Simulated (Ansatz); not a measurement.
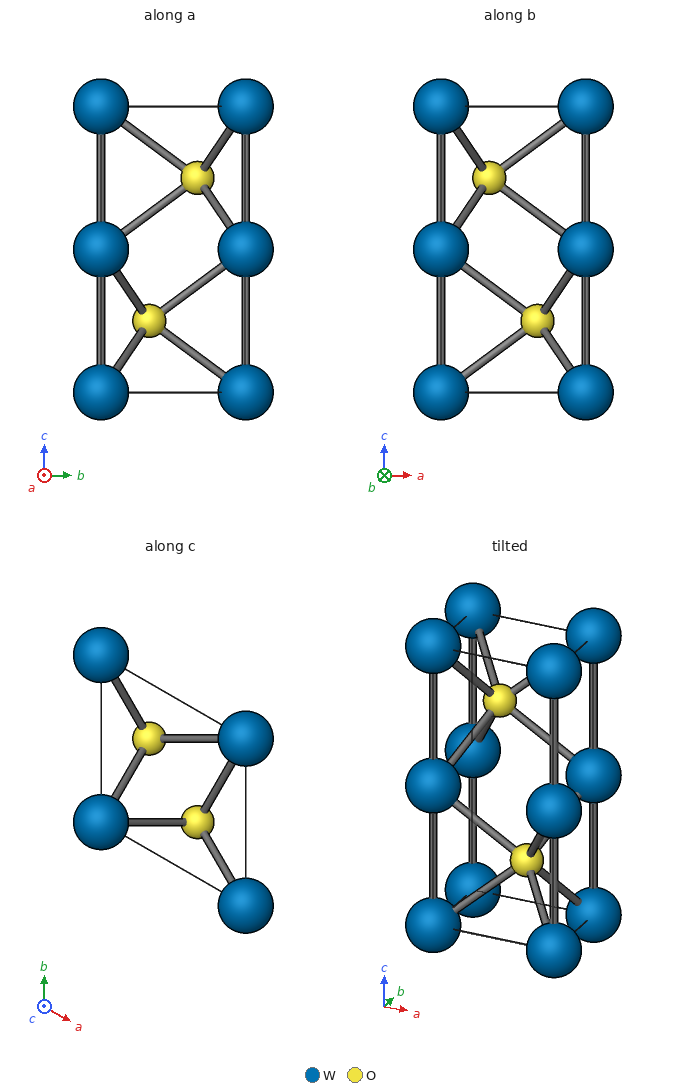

We look at a ball-and-stick model of the crystal along the a axis, along the b axis, along the c axis and slightly off an axis. The lines enclose the conventional unit cell; boundary atoms appear with their images.

Lattice parameters: a = 3.2317 Å, b = 3.2317 Å, c = 5.5301 Å, α = 90.000°, β = 90.000°, γ = 120.000°.

Q: Convert the drawing into a CIF with its space group and independent sites.

A:
```cif
data_structure
_symmetry_space_group_name_H-M 'P 63/m m c'
_symmetry_Int_Tables_number 194
_cell_length_a 3.2317
_cell_length_b 3.2317
_cell_length_c 5.5301
_cell_angle_alpha 90.000
_cell_angle_beta 90.000
_cell_angle_gamma 120.000
_cell_volume 50.02
loop_
_atom_site_label
_atom_site_type_symbol
_atom_site_symmetry_multiplicity
_atom_site_Wyckoff_symbol
_atom_site_fract_x
_atom_site_fract_y
_atom_site_fract_z
_atom_site_occupancy
W1 W 2 a 0.0000 0.0000 0.5000 1
O1 O 2 d 0.3333 0.6667 0.7500 1
```

It derives from a structure type filled with these elements by a generator (whether the compound takes this form wasn't checked). Earlier steps of the study, as a rule a relaxation of our own, may have changed the cell and positions, so they can lie some per cent off the listed ones. It was set up as input for a calculation with Ansatz.
